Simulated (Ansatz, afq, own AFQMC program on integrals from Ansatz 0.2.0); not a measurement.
# AlH2O (quartet): AFQMC on the coupled-cluster ladder at distance Al1–H3 = 3.988 Å, cc-pVDZ, part 2 of 2

Ansatz 0.2.0, Gaussian basis, and an in-house AFQMC program (afq) on its integrals; all values are calculated; cc-pVDZ, frozen cores.

### Step 12. CCSD(T) on UHF

Input file in.yaml:

```yaml
crystal:
  periodic: [false, false, false]
  atoms:
    - {symbol: Al, position_ang: [0.000000, 0.045206, 0.673756]}
    - {symbol: O, position_ang: [0.000000, 0.045206, -1.072778]}
    - {symbol: H, position_ang: [0.000000, -3.594982, -0.955101]}
    - {symbol: H, position_ang: [0.000000, 1.667304, -0.052076]}
basis:
  gaussian: {orbitals: cc-pVDZ}
magnetization: {spin_polarized: true, initial_magnetization: 3}
correlation: {method: ccsd_t, electrons: outside_noble_gas, hamiltonian_folder: ham}
```

Run with:

```
> ansatz run in.yaml --threads 1 --pin off --events-out ev --progress --plain --max-ram 1382MiB
```

What it wrote, shortened:

```text
Functional definition: HF
  name "HF"
  cite "Fock, Z. Phys. 61, 126 (1930) doi:10.1007/BF01340294"
  parent pbe
[...]
397 factors; integrals over basis functions are off by at most 1.1e-3 eV
[...]
mean field -8646.92774447 eV, -317.7687335112 hartree, gradient 2.0e-6 eV, S^2 3.789545; 20 other end points of the search recorded, 0 dependent functions left out
determinant -8646.92774447 eV, -317.7687335112 hartree, with singles and doubles -8653.05618389 eV, -317.9939495057 hartree
determinant -8646.38741712 eV, -317.7488768473 hartree, with singles and doubles -8652.31076321 eV, -317.9665558012 hartree
determinant -8645.71503825 eV, -317.7241673796 hartree, with singles and doubles -8651.80235370 eV, -317.9478720962 hartree
determinant -8644.47034341 eV, -317.6784256879 hartree, with singles and doubles -8650.06224435 eV, -317.8839242569 hartree
determinant -8644.22033010 eV, -317.6692378680 hartree, with singles and doubles -8649.59545760 eV, -317.8667701604 hartree
determinant -8644.15124023 eV, -317.6666988622 hartree, with singles and doubles -8649.35131507 eV, -317.8577980879 hartree
determinant -8643.50910887 eV, -317.6431009701 hartree, with singles and doubles -8648.58387343 eV, -317.8295951279 hartree
determinant -8643.13188587 eV, -317.6292382806 hartree, with singles and doubles -8649.55027819 eV, -317.8651098476 hartree
6 core orbitals not correlated: weight in the atoms' cores, before any rotation towards them, 1.000 or more for the frozen orbitals, at most 0.000 for the correlated occupied ones
reference -8646.92774447 eV, -317.7687335112 hartree; 7, 4 occupied and 29, 32 virtual orbitals, 397 factors
second order -5.39566921 eV of doubles, -0.00000000 eV of singles
cycle   1  -6.13092418 eV  change   -2.5e-3 eV  update   9.0e-3
[...]
cycle  12  -6.15917049 eV  change   -7.8e-7 eV  update   8.8e-6
perturbative correction -0.20046990 eV, -0.0073671330 hartree
Total energy: -8653.28738487 eV, -318.0024459850 hartree
```

Run time: 9.5 s. Hardware: 1 thread of Intel Xeon Platinum 8259CL at 2.50GHz (Skylake/Cascade Lake), shared host.

From the report: ⟨S²⟩ of the determinant 3.790 (pure quartet: 3.75); correlation -6.3596 eV; T1 0.057; largest double amplitude 0.04.

This run also writes the integrals to the folder ham.

### Step 13. CCSDT(Q) on UHF

in.yaml: that of step 12 with these lines changed.

```diff
@@ -10,2 +10,2 @@
 magnetization: {spin_polarized: true, initial_magnetization: 3}
-correlation: {method: ccsd_t, electrons: outside_noble_gas, hamiltonian_folder: ham}
+correlation: {method: ccsdt_q, electrons: outside_noble_gas}
```

Launched as before.

What it wrote, shortened:

```text
Functional definition: HF
  name "HF"
  cite "Fock, Z. Phys. 61, 126 (1930) doi:10.1007/BF01340294"
  parent pbe
[...]
745 factors; integrals over basis functions are off by at most 1.7e-7 eV
[...]
mean field -8646.92791162 eV, -317.7687396539 hartree, gradient 2.0e-6 eV, S^2 3.789546; 18 other end points of the search recorded, 0 dependent functions left out
determinant -8646.92791162 eV, -317.7687396539 hartree, with singles and doubles -8653.05636379 eV, -317.9939561171 hartree
determinant -8646.38758884 eV, -317.7488831579 hartree, with singles and doubles -8652.31094680 eV, -317.9665625478 hartree
determinant -8645.71521084 eV, -317.7241737222 hartree, with singles and doubles -8651.80254410 eV, -317.9478790931 hartree
determinant -8644.47053138 eV, -317.6784325956 hartree, with singles and doubles -8650.06242126 eV, -317.8839307582 hartree
determinant -8644.22050512 eV, -317.6692442999 hartree, with singles and doubles -8649.59562684 eV, -317.8667763797 hartree
determinant -8644.15143260 eV, -317.6667059316 hartree, with singles and doubles -8649.35149781 eV, -317.8578048034 hartree
determinant -8643.50930751 eV, -317.6431082700 hartree, with singles and doubles -8648.58406132 eV, -317.8296020326 hartree
determinant -8643.13207363 eV, -317.6292451805 hartree, with singles and doubles -8649.55045768 eV, -317.8651164437 hartree
6 core orbitals not correlated: weight in the atoms' cores, before any rotation towards them, 1.000 or more for the frozen orbitals, at most 0.000 for the correlated occupied ones
reference -8646.92791162 eV, -317.7687396539 hartree; 7, 4 occupied and 29, 32 virtual orbitals, 745 factors
second order -5.39570760 eV of doubles, -0.00000000 eV of singles
cycle   1  -5.69729151 eV  change   -3.0e-1 eV  update   1.0e-1
[...]
cycle  33  -6.41639159 eV  change   -4.4e-7 eV  update   2.5e-7
perturbative correction -0.03315606 eV, -0.0012184627 hartree
Total energy: -8653.37745927 eV, -318.0057561584 hartree
```

Run time: 39 s. Hardware: 1 thread of Intel Xeon Platinum 8259CL at 2.50GHz (Skylake/Cascade Lake), shared host; peak memory 0.34 GiB.

From the report: ⟨S²⟩ of the determinant 3.790 (pure quartet: 3.75); correlation -6.4495 eV; T1 0.067; largest double amplitude 0.06.

### Step 14. Phaseless AFQMC, CISD trial on UHF

It reads the integrals that the CCSD(T) run on this determinant wrote.

Run with:

```
> afq ham --method phaseless --trial cisd --walkers 60 --populations 1 --least-time 40 --time-step 0.005 --steps-per-block 50 --equilibration-blocks 40 --max-blocks 300 --target-error 0.0008 --factor-cut 1e-05 --start spin_pure --seed 6312 --release-times 0.24,0.51,0.99,1.62,2.4 --release-step 0.03 --release-every 4 --taylor-order 6
```

What it wrote:

```text
orbitals 36  electrons 7 4  factors 246 of 397
reference energy -317.76873351 Eh
CCSD correlation -0.22634531 Eh in 19 cycles, weight of the determinant in the CISD state 0.8376
energy of the start -317.993549 Eh
 block  time / (1/Eh)  mean weight  energy / Eh
     1     0.250  1.0000  -317.993826
     2     0.500  1.0006  -317.997243
     3     0.750  1.0004  -317.998575
     4     1.000  1.0025  -318.008196
     5     1.250  1.0001  -318.008351
     6     1.500  1.0020  -318.002020
     7     1.750  1.0013  -318.006510
     8     2.000  1.0004  -318.006279
     9     2.250  1.0016  -318.004435
    10     2.500  1.0002  -318.000192
    11     2.750  1.0004  -317.998531
    16     4.000  1.0006  -317.999255
    21     5.250  0.9993  -318.001225
    26     6.500  1.0018  -318.012069
    31     7.750  1.0018  -318.002240
    36     9.000  0.9999  -318.008484
    41    10.250  0.9996  -317.996205
    46    11.500  0.9985  -318.005292
    51    12.750  1.0015  -318.013893
    56    14.000  0.9982  -318.009509
    61    15.250  1.0020  -318.019610
    66    16.500  0.9993  -317.992129
    71    17.750  0.9998  -318.007164
    76    19.000  1.0007  -318.001373
    81    20.250  1.0037  -318.011461
    86    21.500  1.0030  -318.011279
    91    22.750  1.0008  -317.999086
    96    24.000  0.9988  -318.002830
   101    25.250  1.0015  -318.000991
   106    26.500  1.0003  -317.998199
   111    27.750  0.9991  -317.997437
   116    29.000  1.0013  -317.996138
   121    30.250  0.9992  -318.004223
   126    31.500  0.9984  -318.014059
   131    32.750  1.0013  -317.996461
   136    34.000  0.9993  -318.003136
   141    35.250  1.0016  -318.005392
   146    36.500  1.0024  -318.003693
   151    37.750  0.9996  -318.001179
   156    39.000  0.9951  -318.000159
   161    40.250  0.9991  -317.994727
   166    41.500  1.0000  -317.997412
   171    42.750  0.9997  -318.004369
   176    44.000  0.9977  -317.996743
   181    45.250  1.0025  -318.006513
   186    46.500  0.9994  -318.016356
   191    47.750  1.0022  -317.992882
   196    49.000  0.9995  -318.009703
   201    50.250  1.0026  -318.005645
   206    51.500  1.0020  -317.994787
   211    52.750  0.9995  -317.999981
   216    54.000  1.0024  -318.010164
blocks merged  error / Eh  count
     1  0.000553  180
     2  0.000634  90
     4  0.000706  45
     8  0.000760  22
    16  0.000772  11
released: time / (1/Eh)  energy / Eh  error  mean overlap
  0.24  -318.002443  0.000937  1.0011
  0.51  -318.003973  0.001129  1.0083
  0.99  -318.005549  0.001569  0.9880
  1.62  -318.006266  0.001241  0.9636
  2.40  -318.002427  0.001745  0.9565
energy -318.002864 +/- 0.000760 Eh
```

Run time: 6.2 min. Hardware: 1 thread of Intel Xeon Platinum 8259CL at 2.50GHz (Skylake/Cascade Lake), shared host.

Energy -8653.2987 ± 0.0207 eV. Caveats: constraint bias not in the error.

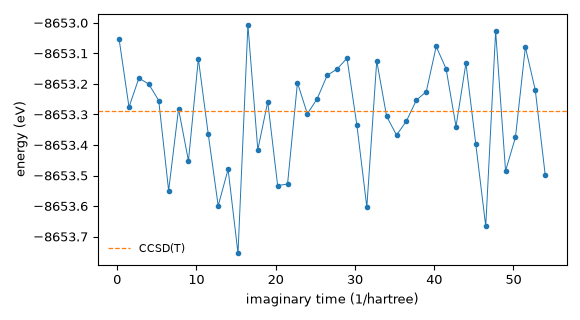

Block energies along the walk.

### Step 15. Phaseless AFQMC, single-determinant trial on UHF

It reads the integrals that the CCSD(T) run on this determinant wrote.

Run with:

```
> afq ham --method phaseless --trial hf --walkers 120 --populations 1 --least-time 40 --time-step 0.005 --steps-per-block 20 --equilibration-blocks 160 --max-blocks 600 --target-error 0.0024000000000000002 --factor-cut 1e-05 --start spin_pure --seed 9954 --taylor-order 6
```

What it wrote:

```text
orbitals 36  electrons 7 4  factors 246 of 397
reference energy -317.76873351 Eh
CCSD correlation -0.22634531 Eh in 19 cycles, weight of the determinant in the CISD state 0.8376
energy of the start -317.769689 Eh
 block  time / (1/Eh)  mean weight  energy / Eh
     1     0.100  1.0025  -317.825330
     2     0.200  1.0013  -317.868987
     3     0.300  0.9997  -317.903823
     4     0.400  1.0009  -317.921906
     5     0.500  1.0015  -317.935785
     6     0.600  1.0018  -317.936427
     7     0.700  1.0015  -317.954927
     8     0.800  1.0011  -317.959557
     9     0.900  1.0004  -317.958579
    10     1.000  1.0000  -317.960546
    17     1.700  1.0004  -317.978989
    33     3.300  0.9986  -317.977946
    49     4.900  0.9994  -317.976315
    65     6.500  0.9987  -318.009438
    81     8.100  1.0008  -317.996566
    97     9.700  0.9979  -317.997183
   113    11.300  1.0006  -317.955579
   129    12.900  1.0001  -317.996857
   145    14.500  1.0026  -318.022227
   161    16.100  1.0007  -318.051159
   177    17.700  0.9993  -317.990877
   193    19.300  1.0002  -317.989069
   209    20.900  0.9987  -317.962119
   225    22.500  1.0036  -317.974329
   241    24.100  0.9979  -317.995495
   257    25.700  1.0025  -317.960063
   273    27.300  0.9982  -317.973775
   289    28.900  1.0008  -317.983683
   305    30.500  1.0010  -317.989162
   321    32.100  1.0000  -317.969462
   337    33.700  1.0008  -318.039052
   353    35.300  1.0004  -318.001381
   369    36.900  0.9977  -317.997280
   385    38.500  1.0021  -318.000733
   401    40.100  1.0010  -318.009783
   417    41.700  0.9995  -318.001794
   433    43.300  0.9986  -317.996240
   449    44.900  0.9999  -317.982516
   465    46.500  1.0003  -318.013132
   481    48.100  1.0012  -318.074060
   497    49.700  0.9994  -317.966532
   513    51.300  1.0005  -317.973713
   529    52.900  0.9989  -318.092816
   545    54.500  0.9979  -317.986878
   561    56.100  1.0018  -318.053988
   577    57.700  1.0012  -318.008291
   593    59.300  1.0013  -317.968999
   609    60.900  0.9977  -317.992552
   625    62.500  0.9991  -318.034429
blocks merged  error / Eh  count
     1  0.001063  480
     2  0.001394  240
     4  0.001759  120
     8  0.002100  60
    16  0.002260  30
    32  0.002199  15
energy -317.996367 +/- 0.002260 Eh
```

It took 4.3 min on 1 thread of Intel Xeon Platinum 8259CL at 2.50GHz (Skylake/Cascade Lake), shared host.

Energy -8653.1220 ± 0.0615 eV. Caveats: constraint bias not in the error.

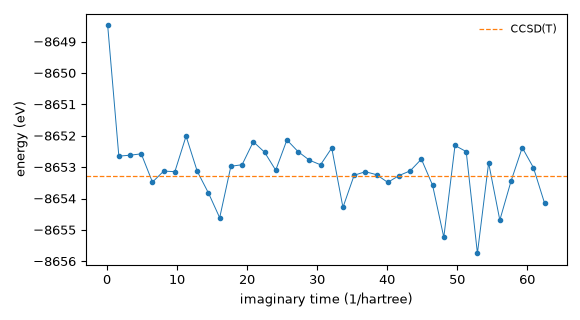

Block energies along the walk.

### Step 16. All levels side by side

On the ROHF determinant, counted from CCSDT(Q) (a yardstick, not exact):

| level | energy (eV) | from CCSDT(Q) (meV) | statistical error (meV) | time |
| --- | --- | --- | --- | --- |
| HF | -8646.7146 | +6653.9 |  |  |
| MP2 | -8652.3003 | +1068.1 |  |  |
| CCSD | -8653.0701 | +298.4 |  |  |
| CCSD(T) | -8653.2818 | +86.7 |  |  |
| CCSDT(Q) | -8653.3684 | 0.0 |  |  |
| Phaseless AFQMC, CISD trial, step 0.005, 60 walkers | -8653.3107 | +57.7 | 28.3 | 9.6 min |
| Phaseless AFQMC, single-determinant trial, step 0.005, 120 walkers | -8653.2429 | +125.5 | 65.3 | 4.8 min |

On the UHF determinant, counted from CCSDT(Q) (a yardstick, not exact):

```csv
level,energy (eV),from CCSDT(Q) (meV),statistical error (meV),time
HF,-8646.9277,+6449.7,,
MP2,-8652.3234,+1054.0,,
CCSD,-8653.0869,+290.5,,
CCSD(T),-8653.2874,+90.1,,
CCSDT(Q),-8653.3775,0.0,,
"Phaseless AFQMC, CISD trial, step 0.005, 60 walkers",-8653.2987,+78.7,20.7,6.2 min
"Phaseless AFQMC, single-determinant trial, step 0.005, 120 walkers",-8653.1220,+255.5,61.5,4.3 min
```

The functionals' totals stand on their own zeros and serve differences with other points: PBE -8664.738 eV; r2SCAN -8668.868 eV; PBE0 -8665.155 eV; B3LYP -8671.127 eV; wB97M-V -8669.042 eV; B2PLYP -8665.365 eV.

### Step 17. Outcome

The summary covers parts 1 to 2.

| quantity | value |
| --- | --- |
| CCSD(T) on ROHF from CCSDT(Q) | +86.7 meV |
| Phaseless AFQMC, CISD trial on ROHF from CCSDT(Q) | +57.7 ± 28.3 meV |
| Phaseless AFQMC, single-determinant trial on ROHF from CCSDT(Q) | +125.5 ± 65.3 meV |
| CCSD(T) on UHF from CCSDT(Q) | +90.1 meV |
| Phaseless AFQMC, CISD trial on UHF from CCSDT(Q) | +78.7 ± 20.7 meV |
| Phaseless AFQMC, single-determinant trial on UHF from CCSDT(Q) | +255.5 ± 61.5 meV |

On ROHF the phaseless walk with the CISD trial lies +57.7 meV from CCSDT(Q), within three error bars. On UHF the phaseless walk with the CISD trial lies +78.7 meV from CCSDT(Q), 4 times its error bar. Error bars are statistical and leave out the constraint, the time step and what remains of the start.
